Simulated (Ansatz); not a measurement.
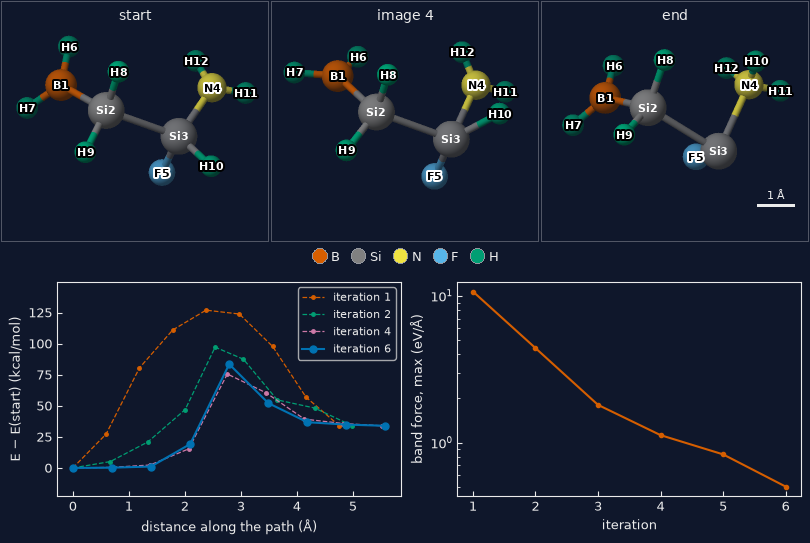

A search for the minimum-energy path of BSi$_{2}$NH$_{7}$F by the nudged elastic band. Images are numbered from 0 (start) to 8 (end). The plot follows the band through its iterations. A ball-and-stick model, seen from a free direction.

These are results of RHF/cc-pVDZ in Ansatz, not measurements. Run with 7 movable images; climbing image; force threshold 0.05 eV/Å; iteration limit 6; starting path through a guess of the saddle point.

> How did the profile develop, and is the result final?

The result isn't final. The band hadn't converged when the run stopped after 6 iterations. The largest component of the band force went from 11 to 0.5 eV/Å. The barrier read from it is provisional: over the last two iterations the highest image moved from 75.6 kcal/mol to 83.5 kcal/mol. The iteration limit was low. The first iteration put the highest image at 126.9 kcal/mol. Forward barrier 83.5 kcal/mol, backward barrier 49.6 kcal/mol, with image 4 at the top; the reaction energy is +33.9 kcal/mol.

Limits of the set-up: Hartree-Fock leaves out electron correlation.

The run took 84 s on 2 threads of Intel(R) Xeon(R) CPU @ 2.60GHz (Ice Lake) (shared host), peak memory 0.27 GiB.
